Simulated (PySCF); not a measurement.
# One shape, several levels: Br2 (bromine)

We compute a comparison of 6 runs (B3LYP/aug-cc-pVTZ, M06-2X/aug-cc-pVTZ, TPSS/aug-cc-pVTZ, r2SCAN/aug-cc-pVTZ, revPBE/aug-cc-pVTZ, wB97X/aug-cc-pVTZ) of Br2 (bromine). 

Program for the calculation: PySCF 2.14.0.

1 further run of the same task is left out (set aside as unsound or not needed).

**1. The structure to begin with**

Br2: 2 atoms, total charge 0, spin state singlet. SMILES: `BrBr`. The Br1–Br2 distance was set to 2.966 Å, away from the relaxed value.

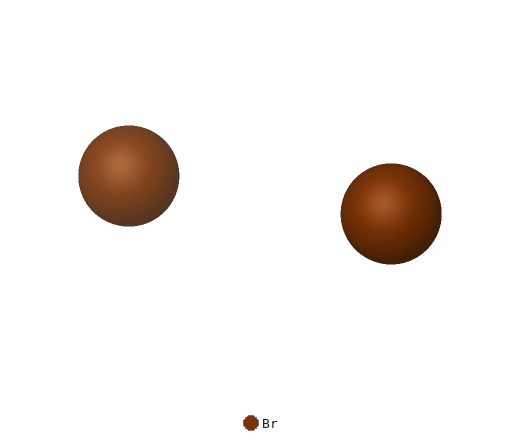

Viewed from a chosen angle; bromine brown.

**2. The energy at B3LYP/aug-cc-pVTZ (run 1)**

Contents of run.py:

```python
from pyscf import gto, dft

mol = gto.M(
    atom='''
Br       1.556969      -0.520696       0.797732
Br      -0.973120       0.325440      -0.498590
''',
    max_memory=1860,
    charge=0,
    basis='aug-cc-pvtz',
    verbose=4,
)

mf = dft.RKS(mol, xc='b3lyp')
mf.grids.level = 5
mf.conv_tol = 1e-10
mf.kernel()
if not mf.converged:
    mf = mf.newton().run(mf.mo_coeff, mf.mo_occ)

e_final = mf.e_tot
print(f'total energy: {e_final:.8f} hartree')
```

The run is started by

```console
$ OMP_NUM_THREADS=1 python run.py
```

The log of the run:

```text
PySCF version 2.14.0

[INPUT] num. atoms = 2
[INPUT] num. electrons = 70
[INPUT] charge = 0
[INPUT] spin (= nelec alpha-beta = 2S) = 0
[INPUT] symmetry False subgroup None
[INPUT] Mole.unit = angstrom
[INPUT] Symbol           X                Y                Z      unit          X                Y                Z       unit  Magmom
[INPUT]  1 Br     1.556969000000  -0.520696000000   0.797732000000 AA    2.942244994438  -0.983972834157   1.507495000802 Bohr   0.0
[INPUT]  2 Br    -0.973120000000   0.325440000000  -0.498590000000 AA   -1.838930286337   0.614992469978  -0.942198548447 Bohr   0.0

nuclear repulsion = 218.550337885903
number of shells = 28
number of NR pGTOs = 254
number of NR cGTOs = 118
basis = aug-cc-pvtz
ecp = {}

******** <class 'pyscf.dft.rks.RKS'> ********
method = RKS
initial guess = minao
damping factor = 0
level_shift factor = 0
DIIS = <class 'pyscf.scf.diis.CDIIS'>
diis_start_cycle = 1
diis_space = 8
diis_damp = 0
SCF conv_tol = 1e-10
SCF conv_tol_grad = None
SCF max_cycles = 50
direct_scf = True
direct_scf_tol = 1e-13
XC library pyscf.dft.libxc version 7.0.0
    S. Lehtola, C. Steigemann, M. J.T. Oliveira, and M. A.L. Marques.,  SoftwareX 7, 1–5 (2018)
XC functionals = b3lyp
    P. J. Stephens, F. J. Devlin, C. F. Chabalowski, and M. J. Frisch.,  J. Phys. Chem. 98, 11623 (1994)
radial grids:
    Treutler-Ahlrichs [JCP 102, 346 (1995); DOI:10.1063/1.469408] (M4) radial grids

becke partition: Becke, JCP 88, 2547 (1988); DOI:10.1063/1.454033
pruning grids: <function nwchem_prune>
grids dens level: 5
symmetrized grids: False
atomic radii adjust function: <function treutler_atomic_radii_adjust>
small_rho_cutoff = 0
Set gradient conv threshold to 1e-05
Initial guess from minao.
tot grids = 89472
init E= -5146.24107863764
  HOMO = -0.305768695798787  LUMO = -0.259094869760248  gap/eV = 1.27006
cycle= 1 E= -5148.3958023999  delta_E= -2.15  |g|= 0.328  |ddm|= 1.61
  HOMO = -0.327727715937158  LUMO = -0.259893264148248  gap/eV = 1.84587
cycle= 2 E= -5148.40150341507  delta_E= -0.0057  |g|= 0.218  |ddm|= 0.258
  HOMO = -0.312925177592085  LUMO = -0.240795425328713  gap/eV = 1.96275
cycle= 3 E= -5148.40558294198  delta_E= -0.00408  |g|= 0.0177  |ddm|= 0.116
  HOMO = -0.316402247434838  LUMO = -0.243128468663769  gap/eV = 1.99388
cycle= 4 E= -5148.40564175736  delta_E= -5.88e-05  |g|= 0.00516  |ddm|= 0.0147
  HOMO = -0.316045883555064  LUMO = -0.242628051010783  gap/eV = 1.99780
cycle= 5 E= -5148.40564939923  delta_E= -7.64e-06  |g|= 0.000891  |ddm|= 0.00339
  HOMO = -0.315939647543375  LUMO = -0.24249911907907  gap/eV = 1.99842
cycle= 6 E= -5148.4056496097  delta_E= -2.1e-07  |g|= 0.000101  |ddm|= 0.000666
  HOMO = -0.315963774201216  LUMO = -0.24252677868061  gap/eV = 1.99832
cycle= 7 E= -5148.40564961254  delta_E= -2.83e-09  |g|= 2.44e-06  |ddm|= 0.000103
  HOMO = -0.315963471831995  LUMO = -0.2425263033675  gap/eV = 1.99833
cycle= 8 E= -5148.40564961252  delta_E= 1.46e-11  |g|= 3.16e-07  |ddm|= 2.84e-06
  HOMO = -0.315963546055328  LUMO = -0.24252638339375  gap/eV = 1.99833
Extra cycle  E= -5148.40564961252  delta_E=    0  |g|= 3.7e-07  |ddm|= 4.16e-07
converged SCF energy = -5148.40564961252
total energy: -5148.40564961 hartree
```

It took 18 s on 1 thread of Intel Xeon at 2.70GHz, shared host; peak memory 0.62 GiB.

**3. The energy at M06-2X/aug-cc-pVTZ (run 2)**

Contents of run.py:

```python
from pyscf import gto, dft

system = gto.M(
    atom='''
Br     1.556969    -0.520696     0.797732
Br    -0.973120     0.325440    -0.498590
''',
    verbose=4,
    basis='aug-cc-pvtz',
    max_memory=1860,
)

mf = dft.RKS(system, xc='m06-2x')
mf.conv_tol = 1e-10
mf.grids.level = 5
mf.kernel()
if not mf.converged:
    mf = mf.newton().run(mf.mo_coeff, mf.mo_occ)

e_tot = mf.e_tot
print('E(%s) = %.9f' % ('M06-2X', e_tot))
```

The run is started by

```console
$ OMP_NUM_THREADS=1 python run.py
```

The log of the run:

```text
PySCF version 2.14.0

[INPUT] num. atoms = 2
[INPUT] num. electrons = 70
[INPUT] charge = 0
[INPUT] spin (= nelec alpha-beta = 2S) = 0
[INPUT] symmetry False subgroup None
[INPUT] Mole.unit = angstrom
[INPUT] Symbol           X                Y                Z      unit          X                Y                Z       unit  Magmom
[INPUT]  1 Br     1.556969000000  -0.520696000000   0.797732000000 AA    2.942244994438  -0.983972834157   1.507495000802 Bohr   0.0
[INPUT]  2 Br    -0.973120000000   0.325440000000  -0.498590000000 AA   -1.838930286337   0.614992469978  -0.942198548447 Bohr   0.0

nuclear repulsion = 218.550337885903
number of shells = 28
number of NR pGTOs = 254
number of NR cGTOs = 118
basis = aug-cc-pvtz
ecp = {}

******** <class 'pyscf.dft.rks.RKS'> ********
method = RKS
initial guess = minao
damping factor = 0
level_shift factor = 0
DIIS = <class 'pyscf.scf.diis.CDIIS'>
diis_start_cycle = 1
diis_space = 8
diis_damp = 0
SCF conv_tol = 1e-10
SCF conv_tol_grad = None
SCF max_cycles = 50
direct_scf = True
direct_scf_tol = 1e-13
XC library pyscf.dft.libxc version 7.0.0
    S. Lehtola, C. Steigemann, M. J.T. Oliveira, and M. A.L. Marques.,  SoftwareX 7, 1–5 (2018)
XC functionals = m06-2x
    Y. Zhao and D. G. Truhlar.,  Theor. Chem. Acc. 120, 215 (2008)
    Y. Zhao and D. G. Truhlar.,  Theor. Chem. Acc. 120, 215 (2008)
radial grids:
    Treutler-Ahlrichs [JCP 102, 346 (1995); DOI:10.1063/1.469408] (M4) radial grids

becke partition: Becke, JCP 88, 2547 (1988); DOI:10.1063/1.454033
pruning grids: <function nwchem_prune>
grids dens level: 5
symmetrized grids: False
atomic radii adjust function: <function treutler_atomic_radii_adjust>
small_rho_cutoff = 0
Set gradient conv threshold to 1e-05
[... 1 set-up line as earlier in the session ...]
tot grids = 89472
init E= -5146.16316991496
  HOMO = -0.337801465572052  LUMO = -0.278813269299206  gap/eV = 1.60515
cycle= 1 E= -5148.39962432099  delta_E= -2.24  |g|= 0.234  |ddm|= 1.68
  HOMO = -0.385332156641243  LUMO = -0.227637349311014  gap/eV = 4.29109
cycle= 2 E= -5148.4072714766  delta_E= -0.00765  |g|= 0.127  |ddm|= 0.194
  HOMO = -0.371224840198031  LUMO = -0.207482574391487  gap/eV = 4.45565
cycle= 3 E= -5148.40895897644  delta_E= -0.00169  |g|= 0.0127  |ddm|= 0.072
  HOMO = -0.372188047081393  LUMO = -0.206472754435458  gap/eV = 4.50934
cycle= 4 E= -5148.4089892341  delta_E= -3.03e-05  |g|= 0.00419  |ddm|= 0.011
  HOMO = -0.371987292668651  LUMO = -0.206107709504347  gap/eV = 4.51381
cycle= 5 E= -5148.40899442661  delta_E= -5.19e-06  |g|= 0.00111  |ddm|= 0.00335
  HOMO = -0.372017330753927  LUMO = -0.206134561655789  gap/eV = 4.51390
cycle= 6 E= -5148.40899479113  delta_E= -3.65e-07  |g|= 4.04e-05  |ddm|= 0.000891
  HOMO = -0.372009081093906  LUMO = -0.20611846341721  gap/eV = 4.51411
cycle= 7 E= -5148.40899479218  delta_E= -1.05e-09  |g|= 5.86e-06  |ddm|= 8.38e-05
  HOMO = -0.372010654088821  LUMO = -0.206120107736986  gap/eV = 4.51411
cycle= 8 E= -5148.40899479219  delta_E= -5.46e-12  |g|= 8.68e-07  |ddm|= 5.73e-06
  HOMO = -0.372010390936767  LUMO = -0.206119849527509  gap/eV = 4.51411
Extra cycle  E= -5148.40899479218  delta_E= 3.64e-12  |g|= 5.18e-07  |ddm|= 1.05e-06
converged SCF energy = -5148.40899479218
E(M06-2X) = -5148.408994792
```

It took 27 s on 1 thread of Intel Xeon at 2.70GHz, shared host; peak memory 0.66 GiB.

Runs 3 to 5 aren't shown in full; the table further down has their settings and results.

**4. The energy at wB97X/aug-cc-pVTZ (run 6)**

Contents of job.py:

```python
from pyscf import gto, dft

molecule = gto.M(
    atom='''
Br     2.942245    -0.983973     1.507495
Br    -1.838930     0.614992    -0.942199
''',
    verbose=3,
    max_memory=1860,
    unit='bohr',
    charge=0,
    basis='aug-cc-pvtz',
)

myscf = dft.RKS(molecule)
myscf.xc = 'wb97x'
myscf.grids.level = 5
myscf.conv_tol = 1e-10
myscf.kernel()
if not myscf.converged:
    myscf = myscf.newton().run(myscf.mo_coeff, myscf.mo_occ)

etot = myscf.e_tot
print('Final energy', etot)
```

The run is started by

```console
$ OMP_NUM_THREADS=1 python job.py
```

The log of the run:

```text
converged SCF energy = -5148.38695309672
Final energy -5148.3869530967195
```

Run time: 79 s. Hardware: 1 thread of Intel Xeon at 2.70GHz, shared host; peak memory 0.62 GiB.

**5. Overview of the runs**

```tsv
run	level	energy (Eh)	dipole moment (D)	HOMO energy (eV)	LUMO energy (eV)	wall time
1	B3LYP/aug-cc-pVTZ	-5148.405650	0.00	-8.60	-6.60	18 s
2	M06-2X/aug-cc-pVTZ	-5148.408995	0.00	-10.12	-5.61	27 s
3	TPSS/aug-cc-pVTZ	-5148.166668	0.00	-7.66	-7.14	21 s
4	r2SCAN/aug-cc-pVTZ	-5148.310034	0.00	-7.87	-7.27	19 s
5	revPBE/aug-cc-pVTZ	-5147.911928	0.00	-7.49	-7.06	17 s
6	wB97X/aug-cc-pVTZ	-5148.386953	0.00	-11.25	-4.45	79 s
```

**6. Outcome**

| quantity | value |
| --- | --- |
| run 6: total energy | -5148.38695 Eh |
| run 6: dipole moment | 0.00 D |
| run 6: HOMO energy | -11.25 eV |
| run 6: LUMO energy | -4.45 eV |
| run 6: HOMO–LUMO gap | 6.80 eV |

In words: The HOMO–LUMO gap runs from 0.42 eV (revPBE/aug-cc-pVTZ) to 6.80 eV (wB97X/aug-cc-pVTZ). Totals of different functionals can't be ranked against each other. All runs together took 3 min, the longest 79 s.
